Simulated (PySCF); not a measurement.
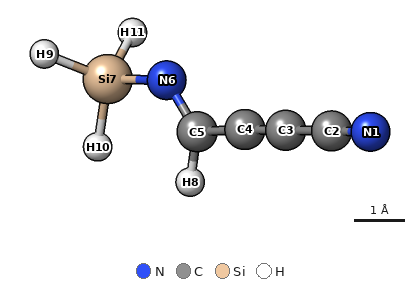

The input geometry of run 1 (ball-and-stick view, seen at a tilt; atoms are numbered from 1 in the order of the input).

## Two runs on C4H4N2Si

System: C4H4N2Si.
Method of run 1: GIAO PBE0/6-311+G(2d,p) NMR shielding, non-relativistic, gas phase (PySCF 2.14.0).

The geometry comes from this level: PBE0-D3(BJ)/def2-SVP. Text and figures count atoms from 1; the logs count them from 0 in places.

**Input, run 1**
```
{"job": {"kind": "nmr", "xc": "PBE0", "basis": "6-311+G(2d,p)", "pop": true}, "charge": 0, "multiplicity": 1}
N      5.119801     1.271667    -0.040883
C      4.034705     0.856678     0.011880
C      2.756170     0.360420     0.077800
C      1.620675    -0.076753     0.135660
C      0.304233    -0.645344     0.230590
N     -0.726495    -0.015184    -0.154195
Si    -2.368058    -0.645667    -0.071107
H      0.288959    -1.668746     0.665029
H     -3.163536     0.290652     0.770223
H     -2.402104    -2.024835     0.518139
H     -2.907387    -0.668128    -1.458927
```

The first line tells a small driver script what to run in PySCF; the rest is the geometry in Å.

Launched with:
```bash
OMP_NUM_THREADS=1 python <driver script> task.json out
```

Hardware: 1 CPU thread, shared host.

**Output (run 1)**
```
coarse grid: 10576 points
cycle   1  E = -553.3068760765  dE =  9.115e-01  |g| = 5.296e-01  |ddm| = 9.970e+02
cycle   2  E = -553.0713901102  dE =  2.355e-01  |g| = 1.142e+00  |ddm| = 2.245e+00
cycle   3  E = -553.3677329666  dE = -2.963e-01  |g| = 1.329e-01  |ddm| = 1.386e+00
cycle   4  E = -553.3699536862  dE = -2.221e-03  |g| = 9.112e-02  |ddm| = 2.477e-01
cycle   5  E = -553.3717313523  dE = -1.778e-03  |g| = 2.971e-02  |ddm| = 1.351e-01
cycle   6  E = -553.3719392074  dE = -2.079e-04  |g| = 5.393e-03  |ddm| = 3.731e-02
cycle   7  E = -553.3719441269  dE = -4.920e-06  |g| = 2.886e-03  |ddm| = 9.151e-03
final grid: 100232 points
cycle   8  E = -553.3666053634  dE = -1.646e-05  |g| = 7.437e-03  |ddm| = 2.871e-01
cycle   9  E = -553.3665490716  dE =  5.629e-05  |g| = 1.657e-02  |ddm| = 2.289e-02
cycle  10  E = -553.3666183099  dE = -6.924e-05  |g| = 1.544e-03  |ddm| = 1.315e-02
cycle  11  E = -553.3666188800  dE = -5.701e-07  |g| = 5.431e-04  |ddm| = 3.416e-03
cycle  12  E = -553.3666189400  dE = -6.007e-08  |g| = 2.268e-04  |ddm| = 8.161e-04
cycle  13  E = -553.3666189504  dE = -1.040e-08  |g| = 6.414e-05  |ddm| = 3.767e-04
cycle  14  E = -553.3666189511  dE = -6.816e-10  |g| = 3.582e-05  |ddm| = 1.321e-04
cycle  15  E = -553.3666189514  dE = -2.967e-10  |g| = 5.251e-06  |ddm| = 3.885e-05
converged SCF energy = -553.3666189514

GIAO shielding tensors (ppm)
atom      isotropic    diamagn.    paramagn.     s11        s22        s33       span
  0 N      -51.462     320.597    -372.059   -235.031   -212.020    292.664    527.695
  1 C       76.499     304.981    -228.482    -30.283    -29.770    289.549    319.832
  2 C      115.775     235.581    -119.807     63.191     65.732    218.401    155.209
  3 C      108.473     257.827    -149.354      7.294     17.525    300.601    293.307
  4 C       27.599     260.592    -232.993    -75.241     38.800    119.238    194.479
  5 N     -176.792     322.871    -499.663   -627.969   -191.045    288.638    916.607
  6 Si     384.304     875.570    -491.266    330.139    371.379    451.395    121.256
  7 H       22.911      30.209      -7.298     20.400     23.670     24.661      4.261
  8 H       26.195      26.678      -0.483     24.053     24.874     29.658      5.604
  9 H       26.505      25.960       0.545     24.137     25.096     30.282      6.145
 10 H       26.199      26.597      -0.398     24.060     24.873     29.663      5.602
```

For run 2 the input was changed thus:
```diff
-"basis": "6-311+G(2d,p)"
+"basis": "6-31G*"
```

What does this change do to the results?

The total energy of run 2 is 66.7 kcal/mol higher, which measures the change of basis and not a stability. The HOMO goes from −8.20 to −7.95 eV. The LUMO goes from −3.06 to −2.75 eV. The dipole moment goes from 4.37 to 4.26 D. Of all shieldings, the largest change is that of Si7, by +45.1 ppm. Diffuse functions give room to the loosely bound empty orbitals, which lowers the LUMO. The number of SCF iterations is the same. The basis functions go from 221 to 110.

**Output (run 2)**
```
coarse grid: 10576 points
cycle   1  E = -553.2621064498  dE =  9.301e-01  |g| = 5.061e-01  |ddm| = 4.908e+00
cycle   2  E = -553.0400162784  dE =  2.221e-01  |g| = 1.097e+00  |ddm| = 3.230e+00
cycle   3  E = -553.3225958459  dE = -2.826e-01  |g| = 1.186e-01  |ddm| = 2.241e+00
cycle   4  E = -553.3246804595  dE = -2.085e-03  |g| = 8.177e-02  |ddm| = 3.100e-01
cycle   5  E = -553.3261804389  dE = -1.500e-03  |g| = 2.515e-02  |ddm| = 1.444e-01
cycle   6  E = -553.3263443705  dE = -1.639e-04  |g| = 4.035e-03  |ddm| = 3.023e-02
cycle   7  E = -553.3263467483  dE = -2.378e-06  |g| = 2.486e-03  |ddm| = 5.879e-03
final grid: 100232 points
cycle   8  E = -553.2603509894  dE = -1.155e-05  |g| = 6.726e-03  |ddm| = 4.358e-02
cycle   9  E = -553.2603111276  dE =  3.986e-05  |g| = 1.416e-02  |ddm| = 2.042e-02
cycle  10  E = -553.2603623051  dE = -5.118e-05  |g| = 1.728e-03  |ddm| = 1.293e-02
cycle  11  E = -553.2603631017  dE = -7.966e-07  |g| = 4.269e-04  |ddm| = 3.378e-03
cycle  12  E = -553.2603631430  dE = -4.128e-08  |g| = 1.802e-04  |ddm| = 9.273e-04
cycle  13  E = -553.2603631500  dE = -6.980e-09  |g| = 4.917e-05  |ddm| = 2.454e-04
cycle  14  E = -553.2603631503  dE = -3.001e-10  |g| = 3.566e-05  |ddm| = 1.206e-04
cycle  15  E = -553.2603631506  dE = -3.042e-10  |g| = 4.723e-06  |ddm| = 4.457e-05
converged SCF energy = -553.2603631506

GIAO shielding tensors (ppm)
atom      isotropic    diamagn.    paramagn.     s11        s22        s33       span
  0 N      -20.790     345.174    -365.964   -189.628   -168.642    295.900    485.528
  1 C       96.981     267.066    -170.085      0.843      1.023    289.076    288.233
  2 C      129.988     239.055    -109.066     81.727     84.510    223.728    142.001
  3 C      124.905     269.231    -144.325     33.948     41.538    299.229    265.281
  4 C       46.130     260.368    -214.238    -46.030     54.162    130.259    176.289
  5 N     -137.156     322.345    -459.501   -563.880   -148.622    301.034    864.914
  6 Si     429.446     881.011    -451.564    376.800    424.302    487.236    110.436
  7 H       23.809      27.528      -3.719     21.052     24.960     25.414      4.362
  8 H       26.681      28.411      -1.730     24.360     25.386     30.297      5.937
  9 H       27.058      27.982      -0.924     24.556     25.863     30.755      6.199
 10 H       26.685      28.298      -1.612     24.366     25.385     30.304      5.938
```

**The two runs side by side**

```csv
quantity,run 1,run 2
outcome,converged,converged
total energy (hartree),−553.366619,−553.260363
HOMO (eV),−8.20,−7.95
LUMO (eV),−3.06,−2.75
dipole moment (D),4.37,4.26
shielding of N1 (ppm),−51.5,−20.8
shielding of C2 (ppm),76.5,97.0
shielding of C3 (ppm),115.8,130.0
shielding of C4 (ppm),108.5,124.9
shielding of C5 (ppm),27.6,46.1
shielding of N6 (ppm),−176.8,−137.2
shielding of Si7 (ppm),384.3,429.4
SCF iterations,15,15
basis functions,221,110
wall time (shared host),26 s,9.7 s
```
